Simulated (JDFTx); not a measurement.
- surface = TiAl(001), Al outermost, slab composition TiAl2
- bulk = TiAl, P4/mmm, lattice of mp-1953 (not re-optimised)
- slab = 3 atoms in 3 planes, 1x1, 4.0 Å between the outermost planes
- in-plane cell = 2.811 × 2.811 Å, 7.90 Å²
- cell height = 20.1 Å
- sampling = 8×8×1 k mesh, Fermi smearing 0.01 Ha, no spin polarisation

Whether this polymorph is the ambient one wasn't checked. Neither spin polarisation nor a larger cell was tried.

Level of theory: PBE, GBRV ultrasoft potentials, plane waves to 20/100 Ha; code: JDFTx (a modified build). Liquid on both sides: linear PCM (GLSSA13), water, 1 M KCl; nuclei fixed. U vs SHE = −μ/e − 4.44 V throughout (conventional absolute potential of the hydrogen electrode).

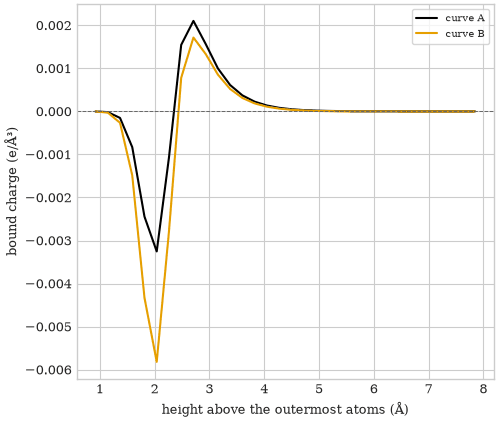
Figure: Plane-averaged bound charge of the liquid for two states of the electrode

Task: One curve is the neutral slab. Which, and what is the sign of the other's charge?

Result: Curve A is neutral (potential of zero charge, -0.46 V). Curve B is positively charged, 3.2 μC/cm² at -0.30 V.
